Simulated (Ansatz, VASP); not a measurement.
# ZnO (zincite): VASP beside Ansatz, part 2 of 2

One calculation is typed for both programs; each brings its own data sets. How far apart do they land?  Other levels of theory on this material are compared in a session of their own. Valence electrons are named where the data sets of a main pair hold unlike numbers.

VASP 6.6.1 and Ansatz 0.2.0.

So far. Step 2 (VASP: band structure, r2SCAN): The run ends at a pressure of -0.13 GPa, with forces up to 0.086 eV/Å.

### Step 3. Ansatz: band structure, r2SCAN

Level of this step: Ansatz beside VASP: Kohn-Sham DFT, plane waves, r2SCAN (Ansatz).

Ansatz runs on its default PAW (the set named soft_2) files.

The same cell, functional, mesh and smearing now go to Ansatz, which takes its cutoff from its data sets.

input.yaml

```yaml
crystal:
  lattice:
    - [3.249308, 0.0, 0.0]
    - [-1.624654, 2.8139832727, 0.0]
    - [0.0, 0.0, 5.205709]
  atoms:
    - { symbol: Zn, position: [0.3333333333, 0.6666666667, 0.5] }
    - { symbol: Zn, position: [0.6666666667, 0.3333333333, 0.0] }
    - { symbol: O, position: [0.6666666667, 0.3333333333, 0.37901] }
    - { symbol: O, position: [0.3333333333, 0.6666666667, 0.87901] }
hamiltonian:
  xc: r2scan
  pseudopotentials: { kind: paw }
kpoints:
  mp_grid: { grid: [5, 5, 3] }
  band_path:
    path:
      - [0.0, 0.0, 0.0]
      - [0.13333, 0.0, 0.0]
      - [0.3, 0.0, 0.0]
      - [0.46667, 0.0, 0.0]
      - [0.46667, 0.06667, 0.0]
      - [0.41111, 0.17778, 0.0]
      - [0.35556, 0.28889, 0.0]
      - [0.28889, 0.28889, 0.0]
      - [0.17778, 0.17778, 0.0]
      - [0.06667, 0.06667, 0.0]
      - [0.0, 0.0, 0.03333]
      - [0.0, 0.0, 0.2]
      - [0.0, 0.0, 0.36667]
      - [0.0, 0.0, 0.5]
      - [0.16667, 0.0, 0.5]
      - [0.3, 0.0, 0.5]
      - [0.46667, 0.0, 0.5]
      - [0.46667, 0.06667, 0.5]
      - [0.41111, 0.17778, 0.5]
      - [0.35556, 0.28889, 0.5]
      - [0.28889, 0.28889, 0.5]
      - [0.17778, 0.17778, 0.5]
      - [0.06667, 0.06667, 0.5]
      - [0.5, 0.0, 0.46667]
      - [0.5, 0.0, 0.3]
      - [0.5, 0.0, 0.13333]
      - [0.33333, 0.33333, 0.0]
      - [0.33333, 0.33333, 0.16667]
      - [0.33333, 0.33333, 0.33333]
      - [0.33333, 0.33333, 0.5]
    npoints: 1
scf:
  occupations: { method: gaussian, width: 0.02 }
  n_extra_bands: 8
output:
  forces: true
  stress: true
  eigenvalues: true
```

Run with:

```console
ansatz run input.yaml --threads 2 --pin off --max-ram 4608MiB --backend cpu --events-out ev --progress --plain --runs-dir out
```

Numbers of over 12 decimals in the logs are rounded to 6 here.

The program printed:

```text
scf.n_extra_bands = 8 over 18 filled bands (N_el = 36.0): the run solves 26 bands
Engine: ansatz 0.2.0, aarch64-unknown-linux-gnu
Pseudopotentials: kind: paw
Pseudopotential: Zn, paw, valence charge 12, recommended cutoff 500 eV (meta_gga), Zn.paw.azcp
Pseudopotential: O, paw, valence charge 6, recommended cutoff 500 eV (meta_gga), O.paw.azcp
Functional definition: r2SCAN
  parameter k0 = 0.174
  parameter k1 = 0.065
  parameter a1 = 4.9479
  exchange = r2scan_x(k0 = k0, k1 = k1, a1 = a1)
  correlation = r2scan_c
Crystal: 4 atoms, lattice volume = 47.598 Å³
Basis set: ecut = 500 eV, 1213 PW (Γ), exchange–correlation on 96×96×160 points (64 copies of the dense FFT grid, shifted against one another)
Bands: 26, of which v1, the nominal top of the filled ones, is band 18 counted from 1 (17 counted from 0)
Symmetry: 12 space group operations
Space group: P63mc (ITA 186), of the structure as read, at distance tolerance 3.6e-5 Å
k-points: 10 of 75 (time reversal used)
Non-local potential: Zn, projectors of the file, l = 0: 2, l = 1: 2, l = 2: 3, l = 3: 1
Non-local potential: O, projectors of the file, l = 0: 2, l = 1: 2, l = 2: 1
PAW form: soft (Blöchl's): semilocal exchange-correlation on the pseudo side does not see the compensation charge
PAW frozen core: Zn, regenerated for the run's functional (the file was generated under x = pbe(κ = 0.804, μ = 0.219515), c = pbe(β = 0.066725))
PAW frozen core: O, regenerated for the run's functional (the file was generated under x = pbe(κ = 0.804, μ = 0.219515), c = pbe(β = 0.066725))
PAW one-centre angular grid: Zn, 590 points (default); XC on 261 of its mesh's 2673 points in the sphere
PAW one-centre angular grid: O, 302 points (default); XC on 160 Gauss nodes
Initial density: superposition of atomic densities (neutral atoms: chi_scale 0, normalization atom), corrected by the library's trained network
Initial wavefunctions: pseudopotential atomic-orbital guess
Functional: x = r2scan, c = r2scan; τ floored in thin density (d = 2e-4 eV/Å³)
SCF iter   1: F=—  HF=-7789.825438 eV  |F-HF|=—  |Δ(HF+E_count)|=         —  Δρ=2.03e-2  dr2=9.62e-2  dr2_τ=9.91e-2  ethr=1.77e-3  ⟨swp⟩=6.3  Hψ=1218  notcnv=0
preconditioner: auto → Resta (q_TF=auto, 2.604 Å⁻¹)  ε∞=4.9  [insulator: Δε(μ)=1.377 eV  Ē_g=16.386 eV  σ=0.020 eV  W_gap=1.00  n_scr=22 (ndim 8)  ℏωp=32.3 eV  f_vac=0.034  D(μ)=0.00/eV (n_scr^D=0)  ε∞_Penn≈4.9]
SCF iter   2: F=—  HF=-7789.848541 eV  |F-HF|=—  |Δ(HF+E_count)|=   2.31e-2  Δρ=4.80e-3  dr2=8.84e-3  dr2_τ=6.88e-4  ethr=2.67e-4  ⟨swp⟩=2.3  Hψ=553  notcnv=0  defer=31
SCF iter   3: F=—  HF=-7789.845985 eV  |F-HF|=—  |Δ(HF+E_count)|=   2.56e-3  Δρ=4.71e-3  dr2=5.11e-3  dr2_τ=2.18e-4  ethr=2.46e-5  ⟨swp⟩=2.0  Hψ=438  notcnv=0  defer=31
SCF iter   4: F=—  HF=-7789.844902 eV  |F-HF|=—  |Δ(HF+E_count)|=   1.08e-3  Δρ=5.15e-4  dr2=1.09e-4  dr2_τ=3.15e-5  ethr=1.42e-5  ⟨swp⟩=3.0  Hψ=429  notcnv=0  defer=31
SCF iter   5: F=—  HF=-7789.844955 eV  |F-HF|=—  |Δ(HF+E_count)|=   5.35e-5  Δρ=2.79e-4  dr2=1.95e-5  dr2_τ=1.97e-6  ethr=3.02e-7  ⟨swp⟩=2.7  Hψ=446  notcnv=0  defer=31
SCF iter   6: F=—  HF=-7789.844978 eV  |F-HF|=—  |Δ(HF+E_count)|=   2.29e-5  Δρ=5.24e-5  dr2=1.79e-6  dr2_τ=4.75e-8  ethr=5.41e-8  ⟨swp⟩=2.1  Hψ=369  notcnv=0  defer=31
SCF iter   7: F=-7789.844978 eV  HF=-7789.844978 eV  |F-HF|=2.97e-8  |Δ(HF+E_count)|=   4.44e-8  Δρ=1.59e-5  dr2=9.36e-8  dr2_τ=9.09e-9  ethr=2.78e-10  ⟨swp⟩=7.3  Hψ=1380  notcnv=0
SCF 1 converged in 7 iterations: F = -7789.844978 eV  dr2 = 9.36e-8
  greatest PAW one-centre occupation: 0.987 electrons in one spin orbital (limit 2), on the Zn atom at site 0 (counted from 0), in its partial waves of l = 2
NSCF: frozen V_eff on 30 k-points
SCF converged after 7 iterations
Free energy (F): -7789.844978 eV
Harris-Foulkes:  -7789.844978 eV  (|F-HF|=2.97e-8)
Internal energy: -7789.844978 eV  (E = F + TS)
E sigma→0 (E₀):  -7789.844978 eV
Fermi energy:    7.467218 eV
--- Per-component energies (eV) ---
  E_band       = 46.557508
  E_kinetic    = 612.410952
  E_local      = -4017.905243  (includes V_loc(G=0)·N_el)
  E_nonlocal   = 1342.621038
  E_hartree    = 1657.797400
  E_xc         = -392.573228
  E_vxc        = -315.511161  (∫ρ·V_xc dr)
  E_paw        = -4029.173816  (= ΣΔE_a)
  E_vpaw       = -909.799778  (= ΣTr[D̂ρ^β])
  E_aug_tail   = 0.001783  (compensation charges beyond the density's cutoff)
  E_vtau       = 19.143388  (kinetic-family band-sum trace: ∫τ·v_τ [+ j·A + Jᵃ·Aᵃ] dr)
  E_ewald      = -2962.594745
  E_core_change = -0.429119  (= ΣΔE_core)
  E_smearing   = -0.000000  (= −TS)
  E_closure    = -0.000000  (closes the sum)
  Σ components = -7789.844978   (vs F -7789.844978, Δ=0.00e0)
--- Forces (eV/Å), atoms counted from 1 ---
  atom   1  Zn    -0.00000000    -0.00000000    -0.06956428
  atom   2  Zn     0.00000000     0.00000000    -0.06956428
  atom   3  O      0.00000000    -0.00000000     0.06968670
  atom   4  O      0.00000000     0.00000000     0.06968670
  max |Σ_I F_I| component: 2.45e-4 eV/Å
--- Stress (GPa, compression-positive) ---
       -1.617899       0.000000      -0.000000
        0.000000      -1.617899      -0.000000
       -0.000000      -0.000000      -0.126177
  P = ⅓ Tr σ = -1.1207 GPa (-11.207 kbar)
--- Band table (eV; the first three rows and the last of 10) ---
  k-point 0: bands = [... 14 lower, 6.0255, 6.7760, 6.8510, 6.8510, 8.0832, 12.6995, 15.7126, 20.5331, ... 4 higher]
  k-point 1: bands = [... 14 lower, 6.2362, 6.2362, 6.6493, 6.6493, 9.7092, 11.7396, 16.6233, 19.1927, ... 4 higher]
  k-point 2: bands = [... 14 lower, 5.5294, 5.5353, 6.4997, 6.5826, 9.9359, 14.0740, 15.6483, 17.8314, ... 4 higher]
  k-point 9: bands = [... 14 lower, 4.0733, 4.9628, 5.1894, 5.6539, 13.9805, 14.5904, 15.6194, 16.3092, ... 4 higher]
```

Wall time 3.4 s (2 threads of Arm Neoverse V2, shared host); peak memory 0.38 GiB.

The column dr2 measures how far the density is from self-consistency, as an energy; F and HF (Harris–Foulkes) agree once it is small.

### Step 4. Side by side

Known differences besides the potentials themselves: VASP keeps PBE cores, Ansatz makes them for the functional; the cutoff is 500 eV in Ansatz and 520 eV in VASP. Total energies have different zeros and are not compared.

The two programs side by side:

| quantity | Ansatz | VASP | difference |
| --- | --- | --- | --- |
| pressure (GPa) | -1.12 | -0.13 | -0.99 |
| pressure without Ansatz's Pulay correction (GPa) | -1.22 | -0.13 | -1.09 |
| gap over the path points (eV) | 1.232 | 1.229 | +0.003 |

Forces (eV/Å; atoms numbered as in POSCAR):

| atom | Ansatz x, y, z | VASP x, y, z |
| --- | --- | --- |
| Zn1 | 0.000, 0.000, -0.070 | 0.000, 0.000, -0.086 |
| Zn2 | 0.000, 0.000, -0.070 | 0.000, 0.000, -0.086 |
| O3 | 0.000, 0.000, 0.070 | 0.000, 0.000, 0.086 |
| O4 | 0.000, 0.000, 0.070 | 0.000, 0.000, 0.086 |

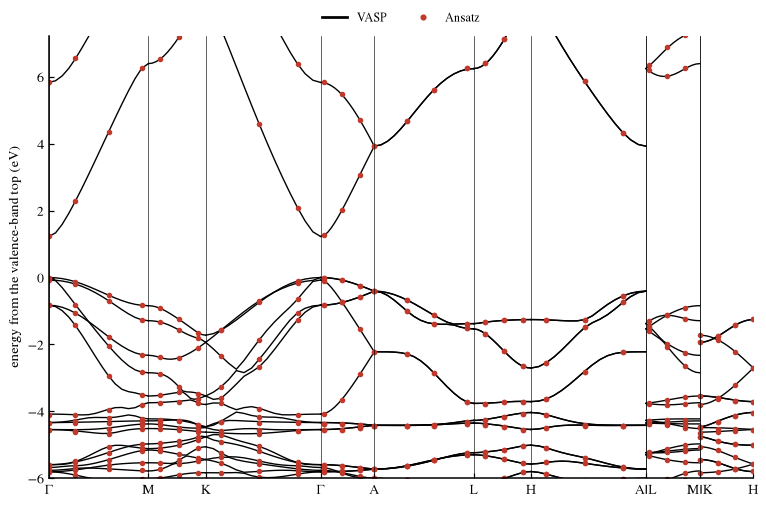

Bands from VASP (lines) and levels from Ansatz (dots). Dots without a line are higher empty bands that the VASP plot leaves out.

Levels at points of the path, from each program's valence-band top (eV; 4 filled, then empty):

| k (reciprocal lattice) | Ansatz | VASP |
| --- | --- | --- |
| 0.000 0.000 0.000 | -0.82 -0.07 0.00 0.00 1.23 5.85 8.86 | -0.83 -0.07 0.00 0.00 1.23 5.83 8.86 |
| 0.133 0.000 0.000 | -1.06 -0.81 -0.20 -0.12 2.29 6.55 8.84 | -1.06 -0.81 -0.20 -0.13 2.29 6.54 8.83 |
| 0.300 0.000 0.000 | -2.05 -1.77 -0.69 -0.53 4.35 8.05 8.65 | -2.04 -1.77 -0.69 -0.53 4.35 8.04 8.63 |
| 0.467 0.000 0.000 | -2.83 -2.30 -1.26 -0.83 6.26 7.49 8.14 | -2.83 -2.31 -1.26 -0.83 6.25 7.47 8.12 |
| 0.467 0.067 0.000 | -2.87 -2.38 -1.33 -0.92 6.53 7.49 8.14 | -2.88 -2.39 -1.33 -0.92 6.52 7.47 8.11 |
| 0.411 0.178 0.000 | -3.26 -2.40 -1.57 -1.25 7.19 8.03 8.16 | -3.27 -2.40 -1.57 -1.25 7.19 8.01 8.13 |
| 0.356 0.289 0.000 | -3.47 -2.10 -1.82 -1.65 8.06 8.16 8.46 | -3.46 -2.10 -1.82 -1.65 8.06 8.13 8.45 |
| 0.289 0.289 0.000 | -3.27 -2.35 -1.57 -1.57 7.44 8.17 8.83 | -3.27 -2.35 -1.57 -1.57 7.44 8.14 8.81 |
| 0.178 0.178 0.000 | -2.44 -1.86 -0.74 -0.70 4.58 8.17 9.00 | -2.44 -1.86 -0.74 -0.70 4.58 8.16 8.98 |
| 0.067 0.067 0.000 | -1.05 -0.65 -0.17 -0.10 2.09 6.39 8.85 | -1.05 -0.65 -0.17 -0.10 2.09 6.38 8.84 |

The forces differ by 9.2 meV/Å r.m.s., which is 18.7 % of the r.m.s. force of 0.049 eV/Å (both taken over all components). Among the levels compared at these points, filled levels agree within 10 meV and empty ones within 31 meV. Ansatz's pressure holds a Pulay correction of 0.10 GPa; VASP's holds none.

### Step 5. Outcome

```yaml
largest_difference_of_a_filled_level_at_the_path_points_band_structure_r2scan: 9.7 meV
r_m_s_force_difference_band_structure_r2scan: 9.2 meV/Å
difference_in_pressure_band_structure_r2scan: -0.99 GPa
```

What this shows: The difference in pressure is -0.99 GPa (band structure, r2SCAN), at about the 1 GPa picked in this series as the mark of a large difference. 11 further runs of this series are not shown here. Such differences can come from data sets, numerical settings and the points named under the comparisons, not from the functional's error against experiment.

[Lines on the potential files, build, host, timing and source positions are cut from VASP's logs without a mark.]

[Logs are printed without paths, hosts, clocks, repeated set-up lines and the standing remarks that a program may print on its own settings, such as how far it seeks lower states.]

[Hosts, paths, dates, database ids (printed as entryN), source tags and the programs' standing remarks are cut or masked in the printed files.]
